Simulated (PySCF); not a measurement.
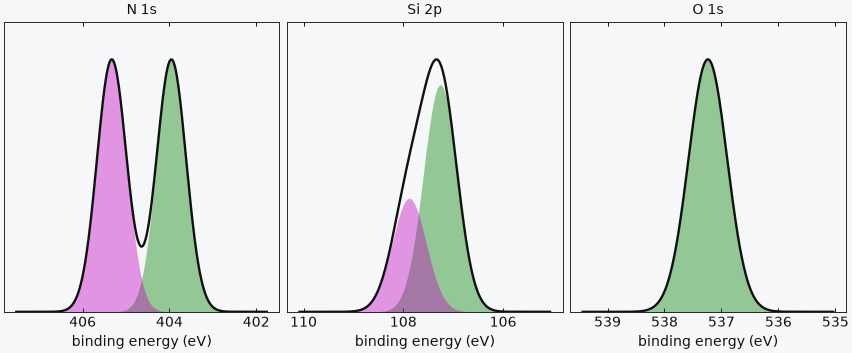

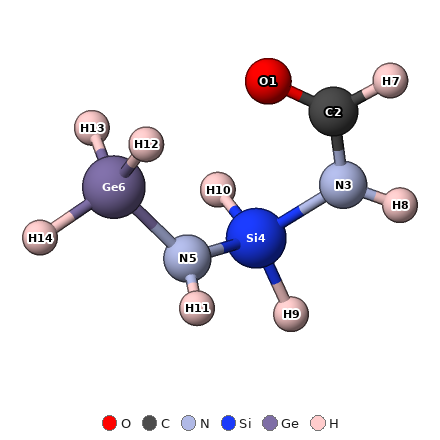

Simulated XPS of CH₈GeN₂OSi, SMILES O=CN[SiH2][NH][GeH3], singlet. Vertical core-electron binding energies by ΔSCF (SCAN, pcX-2 on the ionised atom, pcseg-1 elsewhere, spin-free X2C; PySCF 2.14.0, at a PBE0-D3(BJ)/def2-SVP geometry (no frequency check)), gas phase, against the vacuum level. One atom of each kind was ionised; within a panel, areas follow the number of like atoms and 2j + 1 (2p levels are split by first-order spin-orbit coupling, an approximation), each panel is scaled alone, Gaussians of 0.8 eV full width. Only the regions named are shown. Lines closer than the width merge in the curve.

> Which atoms give which peak?

```csv
level,atoms,binding energy (eV)
N 1s,N3,405.3
N 1s,N5,404.0
Si 2p1/2,Si4,107.9
Si 2p3/2,Si4,107.3
O 1s,O1,537.2
```

> How large is the chemical shift across the N 1s region?

1.4 eV, from N5 at 404.0 eV to N3 at 405.3 eV.

Note: one conformer of a flexible molecule.
